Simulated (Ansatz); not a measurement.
# ScAlSe3 (model cell, started as cubic perovskite with Al in the octahedra): following an unstable mode, part 3 of 3

Aim: this structure of ScAlSe3 (model cell, started as cubic perovskite with Al in the octahedra) is to be tested for unstable modes, and one is followed downhill.

Ansatz 0.2.0; DFT PBE, scalar-relativistic, plane waves, PAW; PAW set soft_1.

So far. Step 5 (Energy along the mode, all amplitudes (two of the runs …): The lowest of the steps tried is the last one, at 0.6 Å, 174 meV/atom below the parent; the bottom of the well need not coincide with a step. Step 7 (The new phase in its own primitive cell): The largest force component left is 0.46 meV/Å and the pressure is -0.001 GPa, within the tolerances set. The cell now holds 26.05 Å³/atom. The relaxed cell has a = 4.588, c = 6.189 Å (conventional setting).

The structure was built from a prototype and need not be the compound's stable phase.

### Step 8. Modes of the new phase, k-mesh 8×8×6

A relaxed structure may still be a saddle point, so its zone-centre modes are computed. No field response is asked, since the mesh shows no gap.

input.yaml reads:

```yaml
crystal:
  lattice:
    - [4.5876596272, 0.0, 0.0]
    - [0.0, 4.5876596272, 0.0]
    - [0.0, 0.0, 6.1888278998]
  atoms:
    - { symbol: Sc, position: [0.0, 0.0, 0.1788482073] }
    - { symbol: Al, position: [0.5, 0.5, 0.5853963312] }
    - { symbol: Se, position: [0.5, 0.0, 0.4154654532] }
    - { symbol: Se, position: [0.5, 0.5, 0.9650346225] }
    - { symbol: Se, position: [0.0, 0.5, 0.4154654532] }
kpoints:
  mp_grid: { grid: [8, 8, 6] }
hamiltonian:
  xc: pbe
  pseudopotentials: { kind: paw, azcp: { folder: soft_1 } }
scf:
  occupations: { method: methfessel_paxton, width: 0.2 }
output:
  eigenvalues: true
phonons:
  method: dfpt
```

Launch:

```console
$ ansatz run input.yaml --threads 4 --pin off --max-ram 16384MiB --backend cpu --events-out ev --progress --plain --runs-dir out
```

Numbers of over 12 decimals in the logs are rounded to 6 here.

The log of the run:

```text
zone centre: on kpoints.mp_grid the ground state, and the responses unless they are solved on pairs of k-points, stand on 100 of the mesh's 384 k-points, reduced under 4 symmetry operations, with k and −k counted as one. Each operation leaves every solved displacement unchanged or reverses it
[...]
Crystal: 5 atoms, lattice volume = 130.254 Å³
Basis set: ecut = 420 eV, 2533 PW (Γ), exchange–correlation on 64×64×90 points (8 copies of the dense FFT grid, shifted against one another)
Bands: 38, of which v1, the nominal top of the filled ones, is band 31 counted from 1 (30 counted from 0)
Symmetry: 8 space group operations
k-points: 100 of 384 (irreducible under 4 space group operations, time reversal used)
[...]
SCF iter   1: F=—  HF=-19086.964885 eV  |F-HF|=—  |Δ(HF+E_count)|=         —  Δρ=8.71e-2  dr2=2.23e1  ethr=3.10e-3  ⟨swp⟩=5.6  Hψ=14287  notcnv=0
[...]
SCF iter  16: F=-19085.170655 eV  HF=-19085.170655 eV  |F-HF|=7.28e-12  |Δ(HF+E_count)|=  3.64e-12  S|Δr|=    0.00e0  Δρ=3.04e-8  dr2=1.25e-12  ethr=1.00e-12  ⟨swp⟩=5.0  Hψ=16268  notcnv=0
SCF 1 converged in 16 iterations: F = -19085.170655 eV  dr2 = 1.25e-12
[...]
DFPT response loops at Γ: preconditioner auto → Kerker (q_TF=auto, 2.411 Å⁻¹) (partly filled bands, converged f_vac=0.115); β = 1.00, the filter's whole step (`scf.mixing.beta` (0.50) is not read by the response loops under this deck's `scf.mixing.preconditioner`; to damp them name `kerker` or `kerker_dos`, under which they read `scf.mixing.beta`, and type it under 1.00, their step now; both keys bind the ground state too); Broyden in place of MSR1
SCF converged after 16 iterations
[...]
Free energy (F): -19085.170655 eV
[...]
Internal energy: -19085.170765 eV  (E = F + TS)
E sigma→0 (E₀):  -19085.170682 eV
Entropy (-TS):   0.000111 eV (0.022 meV/atom)
Fermi energy:    6.819514 eV
[...]
--- Band table (eV; the first three rows and the last of 100) ---
  k-point 0: bands = [... 27 lower, 5.0844, 5.3580, 6.0360, 6.0360, 6.5244, 7.7660, 8.2272, 8.4555, ... 3 higher]
  k-point 1: bands = [... 27 lower, 5.0961, 5.0961, 5.9396, 5.9396, 6.8024, 7.7689, 8.1421, 8.8953, ... 3 higher]
  k-point 2: bands = [... 27 lower, 5.1295, 5.1295, 5.7482, 5.7482, 7.2087, 7.7749, 8.0725, 9.1952, ... 3 higher]
  k-point 99: bands = [... 27 lower, 5.4995, 5.4995, 6.0702, 6.7994, 7.2981, 7.8888, 8.4712, 8.6016, ... 3 higher]
--- Phonons (Γ-DFPT): 9 representative perturbations + reference, on 100 of 384 k-points (Σ response iterations 32) ---
  k mesh reduced under 4 symmetry operations, with k and −k counted as one. Each operation leaves every solved displacement unchanged or reverses it
  ASR residual: 3.234e-5 → 0.000e0 eV/Å²; symmetrization residual: 5.880e-6 eV/Å²
  ASR residual per site (eV/Å²): 2.15e-5 1.74e-5 3.23e-5 2.06e-5 3.23e-5
[...]
non-analytic LO–TO correction: not included (Born effective charges unavailable; polar crystals: no LO–TO splitting at Γ)
```

Elapsed: 2 min, on 4 threads of Arm Neoverse V2, shared host; peak memory 1.8 GiB.

This step gave:

```yaml
sum_rule_residual_before_enforcement: 3.23e-5 eV/Å²
point_group: 4mm
highest_optical_mode_at_the_zone_centre_no_lo_to_term: 388.6 cm⁻¹
lowest_optical_zone_centre_mode: -63.59 cm⁻¹
```

Patterns of degenerate modes are one choice out of their space. The modes at Γ (shares of kinetic energy by element, %) (negative means imaginary):

```
mode  frequency (cm⁻¹)  symmetry  Sc %  Al %  Se %
   1             -63.6         E    26     0    73
   2             -63.6         E    26     0    73
   3               0.0  acoustic    15     9    77
   4               0.0  acoustic    15     9    77
   5               0.0  acoustic    15     9    77
   6              95.4        B1     0     0   100
   7             104.9         E    17    24    59
   8             104.9         E    17    24    59
   9             166.7        A1    15     5    81
  10             199.8         E    42     2    57
  11             199.8         E    42     2    57
  12             225.7        A1    70     1    30
  13             268.5         E     0    66    34
  14             268.5         E     0    66    34
  15             388.6        A1     1    86    13
```

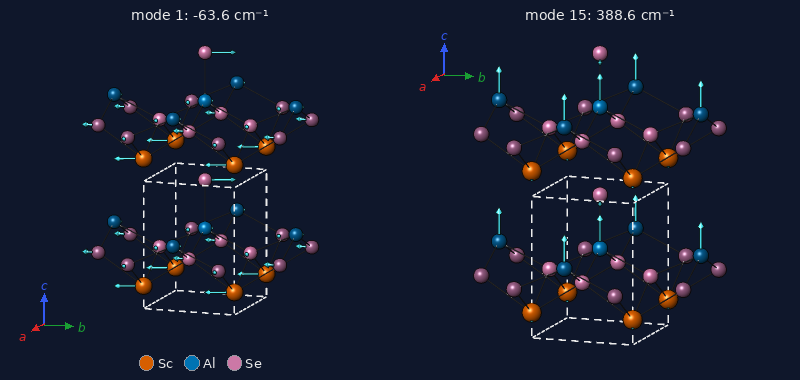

Displacement patterns of modes 1 and 15 at Γ; arrows are exaggerated. 1×1×2 cells are drawn. Some periodic images of atoms are drawn too.

Before it was imposed, the acoustic sum rule was missed by 3.2e-5 eV/Å². Small misses are needed for a sound result but don't prove that mesh and cutoff are converged. The lowest optical mode is imaginary, 63.6i cm⁻¹, so the energy falls along it.

### Step 9. What came out

| Quantity | Value |
| --- | --- |
| unstable mode of the parent | q = (0, 0, 0), 187i cm⁻¹ |
| depth at the lowest point sampled | 174 meV/atom |
| largest atomic shift at that point | 0.6 Å |
| space group reached (within 0.01 Å) | P4mm |
| energy gained over the parent (first relaxation, on the mesh of the frozen mode) | 450 meV/atom |
| volume per atom, phase reached | 26.1 Å³ |
| lowest optical zone-centre mode, phase reached | -63.6 cm⁻¹ |
| highest optical mode at the zone centre (no LO-TO term), phase reached | 389 cm⁻¹ |

**Reading.** Along this mode the structure falls into P4mm, 450 meV/atom below the parent. At the parent's cell the well is 174.0 meV/atom deep on the steps tried, with its lowest point at a shift of 0.6 Å. That is the last step tried, so the steps alone don't bracket the bottom of the well. Relaxing atoms and cell changes the gain by +276.34 meV/atom against the lowest step (energies at zero smearing). Most of the total comes from this relaxation. The new phase still has an imaginary mode at the zone centre of its cell, so it is a saddle point on the way to a lower structure. Of the 6 patterns followed to their end from this parent, this one ends 219 meV/atom above the lowest, Amm2. Each path keeps the symmetry of its pattern, so a lower phase may lie along a pattern not tried. With no gap, or one that is small against the smearing, the frequencies hang on the k mesh and the smearing, most of all near Kohn anomalies. A semilocal functional can close a gap that the real compound would have, so the metallic treatment may be an artefact of the level. The starting cell was built on a prototype and not taken from a measurement, so the phase need not exist.

[Logs are printed without paths, hosts, clocks, repeated set-up lines and the standing remarks that a program may print on its own settings, such as how far it seeks lower states.]

[Hosts, paths, dates, database ids (printed as entryN), source tags and the programs' standing remarks are cut or masked in the printed files.]
